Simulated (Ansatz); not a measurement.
**SnO (tin(ii) oxide): levels of theory compared**

Aim: a comparison of 6 runs (UHF/STO-3G, BLYP/STO-3G, PBE0/STO-3G, r2SCAN/STO-3G, revPBE/STO-3G, UCCSD(T)/STO-3G) of SnO (tin(ii) oxide). 

The results are computed with Ansatz 0.2.0.

55 further runs of the same task are left out: 20 that didn't finish, 35 set aside as unsound or not needed.

### 1 Starting point

The species is SnO (2 atoms), meant as a singlet with charge 0. SMILES: `[O]=[Sn]`. The Sn2–O1 distance was set to 2.255 Å, away from the relaxed value.

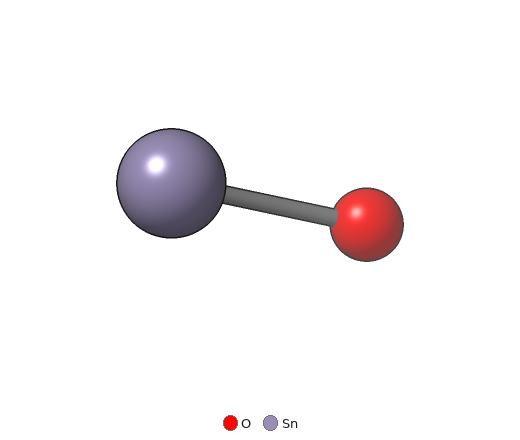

Viewed from a chosen angle; oxygen red, tin purple.

### 2 A single-point energy at UHF/STO-3G (run 1)

The input, in.yaml:

```yaml
crystal:
  periodic: [false, false, false]
  atoms:
    - {symbol: O, position_ang: [0.000000, 0.000000, -0.450920]}
    - {symbol: Sn, position_ang: [0.000000, 0.000000, 1.803580]}
basis:
  gaussian:
    orbitals: STO-3G
total_charge: 0
magnetization:
  spin_polarized: true
  initial_magnetization: 0
hamiltonian:
  xc: hf
accuracy: high
```

The run is started by

```
$ ansatz run in.yaml --threads 1 --pin off --max-ram 2610MiB --events-out events.jsonl --progress --plain --runs-dir runs
```

Log:

```text
Warning: RAYON_NUM_THREADS=1 ignored (pool sized by the plan → 1); use --threads N
Functional definition: HF
  name "HF"
  exchange = exact_x
  correlation = 0
557 factors; integrals over basis functions are off by at most 5.0e-9 eV
mean field evaluation 1: about -164259.4508 eV, gradient 2.9e1 eV
mean field evaluation 2: about -164259.4947 eV, gradient 2.9e1 eV
mean field evaluation 4: about -164270.4059 eV, gradient 1.7e1 eV
mean field evaluation 8: about -164272.9751 eV, gradient 1.9e0 eV
mean field evaluation 16: about -164273.0406 eV, gradient 1.9e-2 eV
mean field evaluation 32: about -164275.4254 eV, gradient 3.0e0 eV
mean field evaluation 64: about -164274.7369 eV, gradient 4.1e0 eV
mean field evaluation 96: about -164276.4428 eV, gradient 7.1e-1 eV
mean field evaluation 128: about -164273.3521 eV, gradient 1.5e0 eV
mean field evaluation 160: about -164276.0448 eV, gradient 9.5e-4 eV
mean field evaluation 192: about -164273.0397 eV, gradient 3.3e-8 eV
mean field evaluation 224: about -164272.6039 eV, gradient 6.9e0 eV
mean field evaluation 256: about -164266.7264 eV, gradient 1.3e1 eV
mean field -164276.45282626 eV, -6037.0482907862 hartree, gradient 2.5e-8 eV, S^2 1.208475; 13 other end points of the search recorded, 0 dependent functions left out
reference -164276.45282626 eV, -6037.0482907862 hartree; 29, 29 occupied and 3, 3 virtual orbitals, 557 factors
Total energy: -164276.45282626 eV, -6037.0482907862 hartree
```

Wall time 3.6 s (1 thread of Arm Neoverse V2, shared host); peak memory 0.1 GiB.

### 3 A single-point energy at BLYP/STO-3G (run 2)

The input, input.yaml:

```yaml
crystal:
  periodic: [false, false, false]
  atoms:
    - symbol: O
      position_ang: [0.000000, 0.000000, -0.450920]
    - symbol: Sn
      position_ang: [0.000000, 0.000000, 1.803580]
basis:
  gaussian:
    orbitals: STO-3G
hamiltonian:
  xc: {name: BLYP}
accuracy: high
```

The run is started by

```
$ ansatz run input.yaml --threads 1 --pin off --max-ram 2610MiB --events-out events.jsonl --progress --plain --runs-dir runs
```

Log:

```text
Warning: RAYON_NUM_THREADS=1 ignored (pool sized by the plan → 1); use --threads N
Functional definition: BLYP
  name "BLYP"
  parameter beta = 0.0042
  parameter a = 0.04918
  parameter b = 0.132
  parameter c = 0.2533
  parameter d = 0.349
  exchange = b88_x(beta = beta)
  correlation = lyp_c(a = a, b = b, c = c, d = d)
557 factors; integrals over basis functions are off by at most 5.0e-9 eV
mean field evaluation 1: about -164322.9638 eV, gradient 4.6e1 eV
mean field evaluation 2: about -164173.8057 eV, gradient 7.3e1 eV
mean field evaluation 4: about -164298.7620 eV, gradient 4.4e1 eV
mean field evaluation 8: about -164336.0042 eV, gradient 1.9e-4 eV
mean field -164336.00419794 eV, -6039.2367633299 hartree, gradient 2.0e-8 eV, S^2 0.000000; 0 other end points of the search recorded, 0 dependent functions left out
reference -164336.00422964 eV, -6039.2367644947 hartree; 29, 29 occupied and 3, 3 virtual orbitals, 557 factors
Total energy: -164336.00422964 eV, -6039.2367644947 hartree
```

Wall time 1.4 s (1 thread of Arm Neoverse V2, shared host).

Runs 3 to 5 aren't shown in full; the table further down has their settings and results.

### 4 A single-point energy at UCCSD(T)/STO-3G (run 6)

The input, job.yaml:

```yaml
basis:
  gaussian:
    orbitals: STO-3G
crystal:
  periodic: [false, false, false]
  atoms:
    - {symbol: O, position_ang: [0.000000, 0.000000, -0.450920]}
    - {symbol: Sn, position_ang: [0.000000, 0.000000, 1.803580]}
magnetization:
  spin_polarized: true
  initial_magnetization: 0
correlation:
  method: ccsd_t
  frozen_orbitals: {O: 1, Sn: 18}
accuracy: high
scf:
  omitted_lower_state_checks: [cluster_reference, increment]
```

The run is started by

```
$ ansatz run job.yaml --threads 1 --pin off --max-ram 2610MiB --events-out events.jsonl --progress --plain --runs-dir runs
```

Log:

```text
Warning: RAYON_NUM_THREADS=1 ignored (pool sized by the plan → 1); use --threads N
[... 19 lines left out ...]
19 core orbitals not correlated: weight in the atoms' cores, before any rotation towards them, 1.000 or more for the frozen orbitals, at most 0.000 for the correlated occupied ones
[... 56 lines left out ...]
WARN: these amplitudes may be one of several solutions (largest doubles amplitude 0.55, level shift 0.00 eV)
Total energy: -164279.00020233 eV, -6037.1419051301 hartree
Checks for a lower state left out: cluster_reference, increment
```

Run time: 4.5 s. Hardware: 1 thread of Arm Neoverse V2, shared host; peak memory 0.11 GiB.

### 5 All runs side by side

```
run            level  frozen core orbitals   energy (Eh)  wall time
  1       UHF/STO-3G                     –  -6037.048291      3.6 s
  2      BLYP/STO-3G                     –  -6039.236764      1.4 s
  3      PBE0/STO-3G                     –  -6039.007003      1.4 s
  4    r2SCAN/STO-3G                     –  -6039.534461      3.9 s
  5    revPBE/STO-3G                     –  -6039.033225      1.5 s
  6  UCCSD(T)/STO-3G                    19  -6037.141905      4.5 s
```

### 6 Summary of results

| quantity | value |
| --- | --- |
| run 6: total energy | -6037.14191 Eh |
| run 6: correlation energy (19 core orbitals frozen) | -93.6 mEh |
| run 6: (T) correction | -8.76 mEh |
| run 6: ⟨S²⟩ of the reference determinant | 1.208 |
| run 6: T1 diagnostic | 0.119 |

Totals of different functionals can't be ranked against each other. In runs 1, 2, 3, 4, 5, 6 the basis is minimal, so the values are rough. In runs 1, 2, 3, 4, 5, 6 relativity is left out where basis or elements ask for it. Spin contamination of the reference: run 1 ⟨S²⟩ = 1.21, run 6 ⟨S²⟩ = 1.21. Where it is this large, the reference is a mixture of spin states, and values that rest on it are in doubt. All runs together took 16 s, the longest 4.5 s.
